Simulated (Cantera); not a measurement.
Feed: 1 mol SiC, a varied amount of O2, 71 mol N2, equilibrated at 1148 K and 0.00130 bar.

These are equilibrium values from Cantera (NASA tables, ideal gas, pure condensed phases), not measurements of a reactor. Candidate condensed phases: C, Si, SiC, SiO2, Si2N2O, Si3N4; 34 gas species. N2 is the only nitrogen source here; it is nearly inert below about 1500 K, so the nitride shown seldom forms there in practice. Mutual solubility and eutectic melting of coexisting phases are not modelled. The tables hold silica as quartz up to 1696 K and as liquid above; real silica turns to tridymite and cristobalite and melts near 1996 K. Kinetics and transport are ignored.

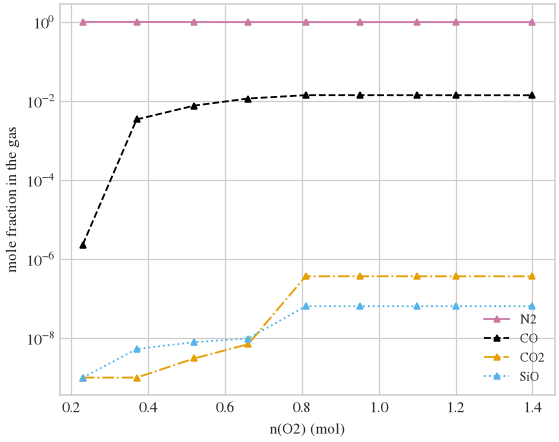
Equilibrium gas composition (values under 1e-9 drawn at 1e-9)

At 0.23 mol O2 the condensed part is C(graphite) + Si2N2O(s) + Si3N4(s). From 0.37 mol O2 to 0.66 mol O2 the condensed part is C(graphite) + Si2N2O(s). From 0.81 mol O2 to 1.4 mol O2 the condensed part is SiO2(β-quartz) + Si2N2O(s).
